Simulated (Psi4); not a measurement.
# GeH4 (germane): revPBE/def2-TZVP

What is the vertical ionisation energy of GeH4 (germane) at revPBE/def2-TZVP? 

The results are computed with Psi4 1.11.

2 further runs of the same task are left out: 2 set aside as unsound or not needed.

## Step 1: The structure to begin with

GeH4: 5 atoms, total charge 0, spin state singlet. As SMILES, `[GeH4]`. The shape is that of a PBE0-D4/def2-TZVP optimisation.

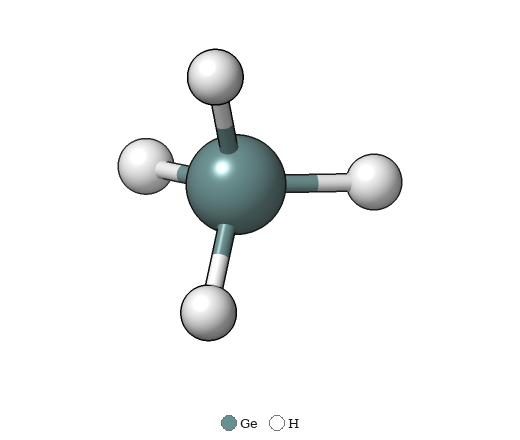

Viewed from a chosen angle; germanium teal, hydrogen white.

## Step 2: Energy and gradient at revPBE/def2-TZVP

Contents of calc.py:

```python
import psi4

psi4.set_memory('1600 MB')
psi4.set_num_threads(1)
psi4.set_output_file('run.log', False)

m = psi4.geometry("""
Ge     0.00018897     0.00018897     0.00000000
H      2.16959456    -1.42919987     1.28614760
H     -2.34099272    -0.05669178     1.70869036
H     -0.62209784    -1.26441575    -2.53336684
H      0.79330703     2.75030740    -0.46128215
units au
symmetry c1
no_reorient
no_com
""")

psi4.set_options({
    'basis': 'def2-TZVP',
    'puream': True,
    'e_convergence': 1e-09,
    'd_convergence': 1e-08,
    'scf_type': 'pk',
    'dft_radial_points': 99,
    'dft_spherical_points': 590,
})

E, wfn = psi4.gradient("REVPBE", return_wfn=True)
psi4.oeprop(wfn, "WIBERG_LOWDIN_INDICES", "MULLIKEN_CHARGES", "MAYER_INDICES", title="REVPBE")
print('gradient / Eh bohr^-1')
print(E.np.round(6))
print(f'energy = {wfn.energy():.10f} Eh')
```

Started as:

```bash
$ python calc.py
```

run.log, cut to the lines that bear on the results:

```text
[...]
  Running in c1 symmetry.
[...]
  Nuclear repulsion =   45.420424253290960
[...]
  Multiplicity = 1
[...]
  Nalpha       = 18
  Nbeta        = 18
[...]
    Number of basis functions: 72
[...]
   @RKS iter   1: -2077.32080900453730   -1.10831e+00   4.57268e-02 DIIS/ADIIS
[...]
   @RKS iter  11: -2079.22588462402064    4.54747e-13   1.73848e-09 DIIS
[...]
    Orbital Energies [Eh]
    ---------------------
    Doubly Occupied:
       1A   -397.075802     2A    -49.162059     3A    -43.766605
       4A    -43.766605     5A    -43.766605     6A     -5.967198
       7A     -4.180007     8A     -4.180007     9A     -4.180006
      10A     -1.085052    11A     -1.085051    12A     -1.085049
      13A     -1.082561    14A     -1.082561    15A     -0.509276
      16A     -0.305964    17A     -0.305940    18A     -0.305929
[...]
  @RKS Final Energy: -2079.22588462402064
   => Energetics <=
    Nuclear Repulsion Energy =             45.4204242532909603
    One-Electron Energy =               -2987.1583946887985803
    Two-Electron Energy =                 942.8258468651549720
    DFT Exchange-Correlation Energy =     -80.3137610536682445
    Empirical Dispersion Energy =           0.0000000000000000
    VV10 Nonlocal Energy =                  0.0000000000000000
    Total Energy =                      -2079.2258846240206367
[...]
 Multipole Moments:
 ------------------------------------------------------------------------------------
     Multipole            Electronic (a.u.)      Nuclear  (a.u.)        Total (a.u.)
 ------------------------------------------------------------------------------------
 L = 1.  Multiply by 2.5417464519 to convert [e a0] to [Debye]
 Dipole X            :         -0.0056884            0.0058581            0.0001697
 Dipole Y            :         -0.0059332            0.0060470            0.0001138
 Dipole Z            :         -0.0002073            0.0001890           -0.0000183
 Magnitude           :                                                    0.0002051
[...]
  -Total Gradient:
     Atom            X                  Y                   Z
    ------   -----------------  -----------------  -----------------
       1        0.000018387075    -0.000010089728     0.000013954551
       2       -0.003152580801     0.002060502025    -0.001861610342
       3        0.003387434944     0.000075685817    -0.002473486036
       4        0.000892008801     0.001815243559     0.003658072203
       5       -0.001144948740    -0.003941221212     0.000662991736
[...]
  Mulliken Charges: (a.u.)
   Center  Symbol    Alpha    Beta     Spin     Total
       1    GE    15.97898 15.97898  0.00000  0.04203
       2     H     0.50525  0.50525  0.00000 -0.01050
       3     H     0.50526  0.50526  0.00000 -0.01052
       4     H     0.50526  0.50526  0.00000 -0.01051
       5     H     0.50525  0.50525  0.00000 -0.01050
   Total alpha = 18.00000, Total beta = 18.00000, Total charge = -0.00000
  Mayer Bond Indices:
[...]
```

Standard output:

```text
gradient / Eh bohr^-1
[[ 1.800e-05 -1.000e-05  1.400e-05]
 [-3.153e-03  2.061e-03 -1.862e-03]
 [ 3.387e-03  7.600e-05 -2.473e-03]
 [ 8.920e-04  1.815e-03  3.658e-03]
 [-1.145e-03 -3.941e-03  6.630e-04]]
energy = -2079.2258846240 Eh
```

Wall time 13 s (1 thread of Intel Xeon Platinum 8375C at 2.90GHz (Ice Lake), shared host); peak memory 0.84 GiB.

## Step 3: The doublet cation at the same level

Contents of calc.in:

```
memory 1600 mb

molecule molecule1 {
  1 2
  Ge     0.000100     0.000100     0.000000
  H      1.148100    -0.756300     0.680600
  H     -1.238800    -0.030000     0.904200
  H     -0.329200    -0.669100    -1.340600
  H      0.419800     1.455400    -0.244100
  symmetry c1
  no_reorient
  no_com
}

set basis def2-TZVP
set reference uks
set puream true
set e_convergence 1e-09
set d_convergence 1e-08
set scf_type pk
set dft_radial_points 99
set dft_spherical_points 590
set maxiter 100

e_tot, wfn = gradient('revpbe', return_wfn=True)
oeprop(wfn, 'LOWDIN_CHARGES', 'DIPOLE', 'MULLIKEN_CHARGES', title='REVPBE')
```

Started as:

```bash
$ psi4 -i calc.in -o calc.out -n 1
```

calc.out, cut to the lines that bear on the results:

```text
[...]
  Running in c1 symmetry.
[...]
  Nuclear repulsion =   45.420424199804401
[...]
  Multiplicity = 2
[...]
  Nalpha       = 18
  Nbeta        = 17
[...]
    Number of basis functions: 72
[...]
   @UKS iter   1: -2077.13600395330423   -9.23503e-01   4.40743e-02 ADIIS/DIIS
[...]
   @UKS iter  31: -2078.78948483305612   -9.09495e-13   2.66462e-09 DIIS
[...]
   @S^2 Observed:                7.544381133E-01
[...]
  @UKS Final Energy: -2078.78948483305612
   => Energetics <=
    Nuclear Repulsion Energy =             45.4204241998044012
    One-Electron Energy =               -2976.2073380302035730
    Two-Electron Energy =                 932.0095737510845311
    DFT Exchange-Correlation Energy =     -80.0121447537418220
    Empirical Dispersion Energy =           0.0000000000000000
    VV10 Nonlocal Energy =                  0.0000000000000000
    Total Energy =                      -2078.7894848330561217
[...]
  -Total Gradient:
     Atom            X                  Y                   Z
    ------   -----------------  -----------------  -----------------
       1       -0.000063466368    -0.000051052791    -0.000007304175
       2       -0.024455991437     0.005481765059     0.006098525357
       3        0.024050217414    -0.009270229049     0.001549439034
       4        0.007835720519     0.023468923965     0.007316011570
       5       -0.007366150205    -0.019629219576    -0.014956738068
[...]
 Multipole Moments:
 ------------------------------------------------------------------------------------
     Multipole            Electronic (a.u.)      Nuclear  (a.u.)        Total (a.u.)
 ------------------------------------------------------------------------------------
 L = 1.  Multiply by 2.5417464519 to convert [e a0] to [Debye]
 Dipole X            :         -0.0061151            0.0058582           -0.0002570
 Dipole Y            :         -0.0060141            0.0060471            0.0000330
 Dipole Z            :         -0.0003885            0.0001890           -0.0001996
 Magnitude           :                                                    0.0003270
[...]
```

Run time: 34 s. Hardware: 1 thread of Intel Xeon Platinum 8375C at 2.90GHz (Ice Lake), shared host; peak memory 0.84 GiB.

## Step 4: Outcome

At revPBE/def2-TZVP:

| quantity | value |
| --- | --- |
| singlet GeH4: total energy | -2079.22588 Eh |
| singlet GeH4: dipole moment | 0.00 D |
| singlet GeH4: HOMO energy | -8.32 eV |
| singlet GeH4: LUMO energy | 0.25 eV |
| singlet GeH4: HOMO–LUMO gap | 8.58 eV |
| singlet GeH4: largest force on an atom | 0.216 eV/Å |
| doublet cation: total energy | -2078.78948 Eh |
| doublet cation: HOMO energy (highest over α and β) | -15.59 eV |
| doublet cation: LUMO energy (lowest over α and β) | -15.46 eV |
| doublet cation: ⟨S²⟩ | 0.754 |
| doublet cation: largest force on an atom | 1.328 eV/Å |
| vertical ionisation energy (to the doublet cation) | 11.875 eV |

What this shows: Removing an electron at fixed nuclei costs 11.88 eV (1146 kJ/mol). −ε(HOMO) before ionisation, 8.32 eV, is 3.55 eV below this ionisation energy.
